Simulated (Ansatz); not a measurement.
## Phonon calculation, with input and output: C3H12BNSi

- system: C3H12BNSi, SMILES CCB(N)C[SiH3]
- method: RKS B3LYP/6-31G* (Ansatz 0.2.0)

It belongs to a series of runs on one base structure; here: vibrations at the highest image of the band. Figures and captions count atoms from 1; the log counts them from 0 in places.

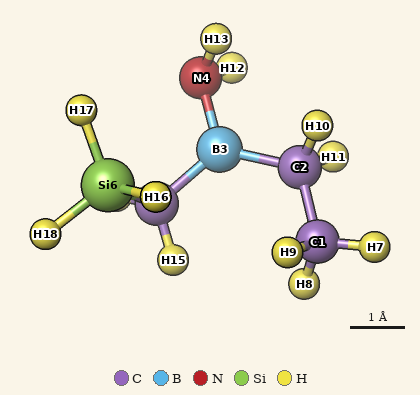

**Figure 1.** The structure (ball-and-stick view, seen at a tilt; atoms are numbered from 1 in the order of the input). Bond lengths as drawn: B–C 1.56 to 1.59 Å, B–N 1.49 Å, C–C 1.54 Å, C–H 1.10 Å, C–Si 1.90 Å, H–N 1.02 Å and H–Si 1.49 Å.

Input file
```yaml
crystal:
  periodic: [false, false, false]
  atoms:
    - { symbol: C, position_ang: [0.46314, -2.133864, -0.403046] }
    - { symbol: C, position_ang: [1.277614, -0.845305, -0.21424] }
    - { symbol: B, position_ang: [0.539803, 0.558829, -0.329182] }
    - { symbol: "N", position_ang: [1.304635, 1.829883, -0.155917] }
    - { symbol: C, position_ang: [-0.995875, 0.693601, -0.590367] }
    - { symbol: Si, position_ang: [-1.920319, 0.933758, 1.051938] }
    - { symbol: H, position_ang: [1.085994, -3.030396, -0.299005] }
    - { symbol: H, position_ang: [-0.0003, -2.172208, -1.396164] }
    - { symbol: H, position_ang: [-0.343738, -2.209059, 0.335423] }
    - { symbol: H, position_ang: [1.788766, -0.867516, 0.764114] }
    - { symbol: H, position_ang: [2.114312, -0.825589, -0.934615] }
    - { symbol: H, position_ang: [2.086284, 1.842743, -0.816671] }
    - { symbol: H, position_ang: [1.77415, 1.82358, 0.753658] }
    - { symbol: H, position_ang: [-1.206931, 1.603829, -1.166507] }
    - { symbol: H, position_ang: [-1.454527, -0.173355, -1.081456] }
    - { symbol: H, position_ang: [-1.771794, -0.264677, 1.925999] }
    - { symbol: H, position_ang: [-1.4034, 2.110214, 1.800366] }
    - { symbol: H, position_ang: [-3.375412, 1.136834, 0.807473] }
basis:
  gaussian: { orbitals: "6-31G*" }
hamiltonian:
  xc: b3lyp
phonons: {}
```

Hardware: 2 threads of Arm Neoverse V2, 24 GiB of memory available, shared host.

Run as:
```bash
ansatz run input.yaml --threads 2 --pin off --max-ram 3072MiB --backend cpu --events-out ev --progress --plain --runs-dir out
```

The program's output
```
Engine: ansatz 0.2.0, aarch64-unknown-linux-gnu
Functional definition: B3LYP
  parameter a0 = 0.2
  parameter ax = 0.72
  parameter ac = 0.81
  exchange = (1 - a0 - ax)*slater_x + ax*b88_x + a0*exact_x
  correlation = (1 - ac)*vwn_rpa_c + ac*lyp_c
1405 factors; integrals over basis functions are off by at most 7.4e-4 eV
mean field evaluation 1: about -13339.0351 eV, gradient 7.6e1 eV
mean field evaluation 2: about -13331.6099 eV, gradient 9.1e1 eV
mean field evaluation 4: about -13351.5708 eV, gradient 3.4e0 eV
mean field evaluation 8: about -13351.6136 eV, gradient 2.1e-1 eV
mean field evaluation 16: about -13351.6137 eV, gradient 5.7e-5 eV
mean field -13351.61372415 eV, -490.6627543137 hartree, gradient 5.7e-5 eV, S^2 0.000000; 0 other end points of the search recorded, 0 dependent functions left out
the calculation of the forces begins
reference -13351.61398984 eV, -490.6627640777 hartree; 28, 28 occupied and 90, 90 virtual orbitals, 1405 factors
these checks for a lower state are left out or cut short: stability, starts, cluster_reference, orbital_swaps, neighbouring_geometries, increment
1405 factors; integrals over basis functions are off by at most 7.4e-4 eV
mean field -13351.61356364 eV, -490.6627484150 hartree, gradient 1.4e-6 eV, S^2 0.000000; 0 other end points of the search recorded, 0 dependent functions left out
[... from here on the field's lines of each further geometry are left out, up to the last ...]
the calculation of the forces begins
reference -13351.61398399 eV, -490.6627638626 hartree; 28, 28 occupied and 90, 90 virtual orbitals, 1405 factors
these checks for a lower state are left out or cut short: stability, starts, cluster_reference, orbital_swaps, neighbouring_geometries, increment
1405 factors; integrals over basis functions are off by at most 7.4e-4 eV
mean field -13351.61371403 eV, -490.6627539419 hartree, gradient 9.2e-7 eV, S^2 0.000000; 0 other end points of the search recorded, 0 dependent functions left out
the calculation of the forces begins
reference -13351.61397972 eV, -490.6627637058 hartree; 28, 28 occupied and 90, 90 virtual orbitals, 1405 factors
WARN: phonons: modes at or below zero, which the zero-point energy, F, S and C_V leave out: 1, the lowest at -523.59 cm⁻¹. A minimum has none, and a first-order saddle one
Total energy: -13351.61398984 eV, -490.6627640777 hartree
Atom 0 at     0.463140    -2.133864    -0.403046 Å, force     0.001837    -0.001306     0.001139 eV/Å
Atom 1 at     1.277614    -0.845305    -0.214240 Å, force    -0.001525     0.001628    -0.000886 eV/Å
Atom 2 at     0.539803     0.558829    -0.329182 Å, force     0.003119     0.001389    -0.018386 eV/Å
Atom 3 at     1.304635     1.829883    -0.155917 Å, force    -0.001543    -0.000395     0.006890 eV/Å
Atom 4 at    -0.995875     0.693601    -0.590367 Å, force    -0.001101     0.000249     0.004429 eV/Å
Atom 5 at    -1.920319     0.933758     1.051938 Å, force    -0.001256    -0.000527     0.000065 eV/Å
Atom 6 at     1.085994    -3.030396    -0.299005 Å, force    -0.000579    -0.000336    -0.000203 eV/Å
Atom 7 at    -0.000300    -2.172208    -1.396164 Å, force     0.000460     0.000958    -0.000346 eV/Å
Atom 8 at    -0.343738    -2.209059     0.335423 Å, force     0.000077     0.000374    -0.000376 eV/Å
Atom 9 at     1.788766    -0.867516     0.764114 Å, force    -0.000275    -0.000829     0.002917 eV/Å
Atom 10 at     2.114312    -0.825589    -0.934615 Å, force    -0.001425    -0.000455     0.002686 eV/Å
Atom 11 at     2.086284     1.842743    -0.816671 Å, force    -0.000778    -0.001910    -0.000615 eV/Å
Atom 12 at     1.774150     1.823580     0.753658 Å, force     0.000934     0.001683     0.000015 eV/Å
Atom 13 at    -1.206931     1.603829    -1.166507 Å, force     0.001121    -0.000603     0.000599 eV/Å
Atom 14 at    -1.454527    -0.173355    -1.081456 Å, force     0.000856    -0.000433     0.000761 eV/Å
Atom 15 at    -1.771794    -0.264677     1.925999 Å, force    -0.000057     0.000170     0.000194 eV/Å
Atom 16 at    -1.403400     2.110214     1.800366 Å, force     0.000150     0.000074     0.000271 eV/Å
Atom 17 at    -3.375412     1.136834     0.807473 Å, force    -0.000016     0.000269     0.000847 eV/Å
Dipole moment:     0.282103    -0.173085    -0.090173 e Å
Vibrations: -523.59 53.61 61.06 88.64 124.08 214.84 225.03 364.81 414.61 430.19 535.55 569.29 616.79 712.63 725.29 775.24 837.87 918.68 940.46 961.15 962.29 968.88 1012.36 1027.94 1059.26 1100.61 1168.82 1211.82 1284.57 1351.70 1441.29 1457.52 1461.02 1533.42 1537.07 1628.54 2230.95 2236.62 2253.10 2981.14 3002.44 3041.62 3046.74 3100.82 3106.93 3107.33 3419.99 3488.33 cm⁻¹, zero-point energy 4.016650 eV
```

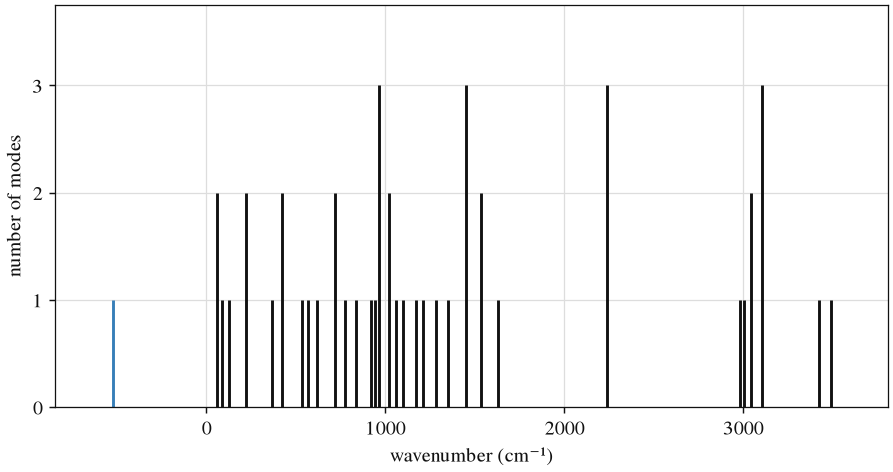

**Figure 2.** Harmonic vibrational wavenumbers from the force constants; neighbouring modes closer than 18 cm⁻¹ are counted in one stick, and imaginary ones are drawn at negative wavenumbers. 48 modes from 524i to 3488 cm⁻¹, 1 imaginary beyond 8i (524i cm⁻¹): a first-order saddle point, if the geometry is stationary.

Key numbers

- outcome: converged
- total energy: −13351.6140 eV
- mean-field energy: −13351.6140 eV
- largest force (length of the vector): 0.019 eV/Å
- wall time: 4.8 min (CPU time 9.4 min)
- peak memory: 0.3 GiB
